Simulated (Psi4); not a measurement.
# C2H3S (SMILES [CH]1CS1), run twice

Wanted: the energy in a field of C2H3S, UHF/DZ (Cholesky decomposition, Cartesian functions, IEF-PCM dichloromethane, dipole perturbation λ (added as +λ·μ, a field of −λ) (0, 0, 0.02) a.u.).

The calculation is run with Psi4 1.11.

4 further runs of the same task are left out: 1 that didn't finish, 3 set aside as unsound or not needed.

## (1) Starting point

C2H3S: 6 atoms, total charge 0, spin state doublet. As SMILES, `[CH]1CS1`. Geometry: relaxed at GFN2-xTB.

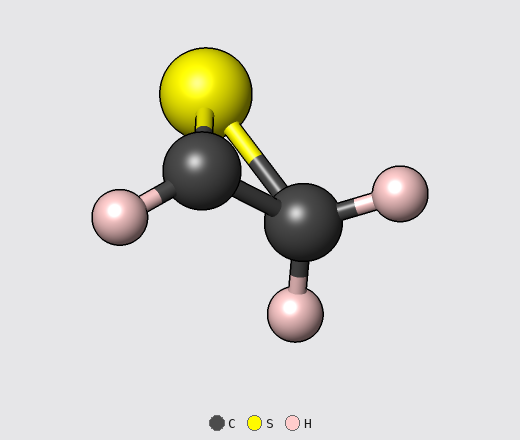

The structure, seen from a chosen angle (carbon dark grey, sulfur yellow, hydrogen pink).

## (2) First attempt

File c2h3s.in:

```
memory 1600 MB

molecule {
  0 3
  C
  C 1 1.457008
  S 1 1.715194 2 69.90797
  H 1 1.072245 2 129.41999 3 118.65659
  H 2 1.087111 1 122.08798 4 13.77863
  H 2 1.082487 5 114.11525 1 153.61407
  units angstrom
  symmetry c1
  no_reorient
  no_com
}

set basis DZ
set reference uhf
set scf_type cd
set perturb_h true
set perturb_with dipole
set perturb_dipole [0.0, 0.0, 0.02]
set pcm true

pcm = {
  Units = Angstrom
  Medium {
    SolverType = IEFPCM
    Solvent = Methylenechloride
  }
  Cavity {
    Type = GePol
    RadiiSet = UFF
    Scaling = False
    Area = 0.4
    Mode = Implicit
  }
}

energy_value = energy('scf')
```

Started as:

```sh
$ psi4 c2h3s.in c2h3s.out -n 1
```

c2h3s.out:

```text
Psi4 1.11 release

qcelemental.exceptions.ValidationError: Inconsistent or unspecified chg/mult: sys chg: None, frag chg: [0.0], sys mult: None, frag mult: [3]

Printing out the relevant lines from the Psithon --> Python processed input file:
    from psi4.driver.wrapper_database import database, db, DB_RGT, DB_RXN
    from psi4.driver.wrapper_autofrag import auto_fragments
    psi4_io = core.IOManager.shared_object()
    core.set_memory_bytes(1600000000)

--> geometry("""
      0 3
      C
      C 1 1.457008
      S 1 1.715194 2 69.90797
      H 1 1.072245 2 129.41999 3 118.65659

!----------------------------------------------------------------------------------!
!                                                                                  !
!  Inconsistent or unspecified chg/mult: sys chg: None, frag chg: [0.0], sys mult: !
!     None, frag mult: [3]                                                         !
!                                                                                  !
!----------------------------------------------------------------------------------!

    Psi4 run time: 0:00:00.02
```

Wall time 0.93 s (1 thread of Intel Xeon 6975P-C (Granite Rapids), shared host); peak memory 0.13 GiB.

## (3) Diagnosis

The input was rejected.

The telling line is `qcelemental.exceptions.ValidationError: Inconsistent or unspecified chg/mult: sys chg: None, frag chg: [0.0], sys mult: None, frag mult: [3]`. What is wrong: the spin state typed doesn't suit the molecule. To mend it: multiplicity 2 in place of 3.

## (4) The mended input

File input.in:

```
memory 1.6 GB

molecule molecule1 {
  0 2
  C
  C 1 1.457008
  S 1 1.715194 2 69.90797
  H 1 1.072245 2 129.41999 3 118.65659
  H 2 1.087111 1 122.08798 4 13.77863
  H 2 1.082487 5 114.11525 1 153.61407
  units angstrom
  symmetry c1
  no_reorient
  no_com
}

set {
  basis          DZ
  reference      uhf
  scf_type       cd
  perturb_h      true
  perturb_with   dipole
  perturb_dipole [0.0, 0.0, 0.02]
  pcm            true
}

pcm = {
  Units = Angstrom
  Medium {
    SolverType = IEFPCM
    Solvent = Methylenechloride
  }
  Cavity {
    Type = GePol
    RadiiSet = UFF
    Scaling = False
    Area = 0.4
    Mode = Implicit
  }
}

result, w = energy("hf", return_wfn=True)
```

Started as:

```sh
$ psi4 input.in input.out -n 1
```

input.out:

```text
[...]
  Running in c1 symmetry.
[...]
  Nuclear repulsion =   94.423496126587807
[...]
  Multiplicity = 2
[...]
  Nalpha       = 16
  Nbeta        = 15
[...]
    Number of basis functions: 44
[...]
   @UHF iter   1:  -474.78617210239895   -2.17631e-01   4.96584e-03 DIIS/ADIIS
[...]
   @UHF iter  13:  -474.83318062128939   -2.27237e-08   4.76404e-07 DIIS
[...]
   @S^2 Observed:                7.651489213E-01
[...]
    Orbital Energies [Eh]
    ---------------------
    Alpha Occupied:
       1A    -91.968865     2A    -11.297049     3A    -11.289762
       4A     -8.976701     5A     -6.656117     6A     -6.654166
       7A     -6.651850     8A     -1.204072     9A     -0.874766
      10A     -0.823871    11A     -0.683771    12A     -0.629387
      13A     -0.488346    14A     -0.466083    15A     -0.420654
      16A     -0.337359
    Alpha Virtual:
      17A      0.143814    18A      0.209098    19A      0.234506
      20A      0.276500    21A      0.362267    22A      0.413499
      23A      0.422922    24A      0.468768    25A      0.490760
[...]
  @UHF Final Energy:  -474.83318062128939
   => Energetics <=
    Nuclear Repulsion Energy =             94.4234961265878070
    One-Electron Energy =                -840.2833316290766561
    Two-Electron Energy =                 271.0320568645813637
    PCM Polarization Energy =              -0.0054019833818696
    Total Energy =                       -474.8331806212893866
  UHF NO Occupations:
  HONO-2 :   14  A 1.9980690
[...]
 Multipole Moments:
 ------------------------------------------------------------------------------------
     Multipole            Electronic (a.u.)      Nuclear  (a.u.)        Total (a.u.)
 ------------------------------------------------------------------------------------
 L = 1.  Multiply by 2.5417464519 to convert [e a0] to [Debye]
 Dipole X            :         -0.2963107            0.6113641            0.3150534
 Dipole Y            :          2.2900861           -3.1834192           -0.8933331
 Dipole Z            :         -1.7210950            1.2240840           -0.4970110
 Magnitude           :                                                    1.0697302
[...]
```

Wall time 3.3 s (1 thread of Intel Xeon 6975P-C (Granite Rapids), shared host); peak memory 0.2 GiB.

## (5) What came out

At UHF/DZ (Cholesky decomposition, Cartesian functions, IEF-PCM dichloromethane, dipole perturbation λ (added as +λ·μ, a field of −λ) (0, 0, 0.02) a.u.):

| quantity | value |
| --- | --- |
| total energy | -474.83318 Eh |
| dipole moment | 2.72 D |
| solvent term in the energy | -14.2 kJ/mol |
| ⟨S²⟩ | 0.765 |
